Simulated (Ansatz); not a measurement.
VN (rock salt)

```
CELL_PARAMETERS angstrom
      0.00000     2.05846     2.05846
      2.05846     0.00000     2.05846
      2.05846     2.05846     0.00000
ATOMIC_POSITIONS crystal
  N  0.00000 0.00000 0.00000
  V  0.50000 0.50000 0.50000
```

Two coordinates are scanned: the volume, and the ratio of the stretch along z (the conventional c axis) to the stretch across it. Atoms keep their fractional coordinates.

Method: PBE (plane waves to 420 eV, PAW, scalar-relativistic; Ansatz, a quantum-chemistry and plane-wave program). k mesh 19×19×19 (Γ-centred), Fermi-Dirac smearing 0.05 eV. The energy includes the smearing's −TS. With partly filled bands, the response to shear is sensitive to the k mesh, so small differences along c/a are uncertain. The PAW data are Ansatz's earlier set. VN is run without spin polarisation. VN was relaxed with its symmetry unable to fall. The zero of ΔE is the relaxed starting cell.

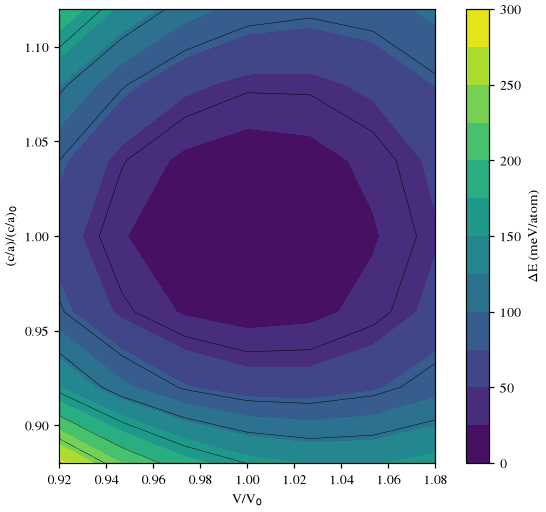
Fig. 1. ΔE (meV/atom) over the 7×7 grid of computed points.

Lowest place on the grid: V/V₀ = 1.000, (c/a)/(c/a)₀ = 1.000 (0 meV/atom). Highest place on the grid: V/V₀ = 0.920, (c/a)/(c/a)₀ = 0.880 (282 meV/atom).

(Under strain, the slope of the energy per volume gives the stress and its curvature an elastic modulus.)
